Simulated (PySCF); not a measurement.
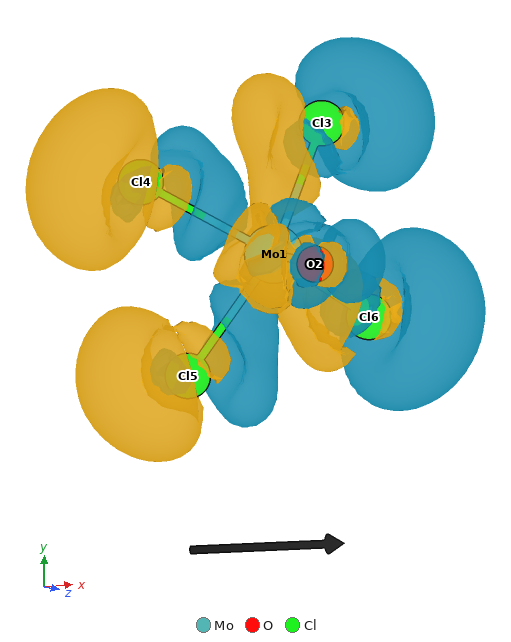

[MoOCl4]- (Cl₄MoO, charge −1, doublet). Change of the electron density in a uniform field of 0.10 V/Å along +x (arrow), surfaces at ±0.0006 e/Å³ (yellow: gain, teal: loss).

Method: B3LYP/def2-SVPD; geometry: GFN2-xTB; program: PySCF. Core potentials replace the inner electrons of Mo; spin–orbit coupling isn't included. This is a single-reference result, which may miss multireference character in this system. No frequency check shows the geometry to be a minimum. For an anion such functionals hold the outermost electrons too loosely, so the response is rough. The stability of the open-shell solution wasn't checked. GFN2-xTB bond lengths at metals and heavier atoms can be off by up to 0.1 Å and shapes distorted, which carries into these values. GFN2-xTB doesn't know the spin state, so this open-shell geometry is rough.

Geometry (Å), atoms numbered from 1:

```
Mo1     -0.0001    0.0001    0.3194
O2      -0.0004    0.0007    1.9616
Cl3      1.1285    1.9243   -0.4284
Cl4     -1.9245    1.1280   -0.4280
Cl5     -1.1281   -1.9244   -0.4283
Cl6      1.9246   -1.1284   -0.4275
```

The field was applied in both directions; the picture shows the one opposite to the script's first.

> How large is the response?

The induced dipole is 0.65 D (along the field); α along this axis, from the fields in both directions, is 127 bohr³ (18.8 Å³).

The PySCF run took 2.5 min on 1 thread of Arm Neoverse V1, with other jobs on the host, peak memory 0.87 GiB.
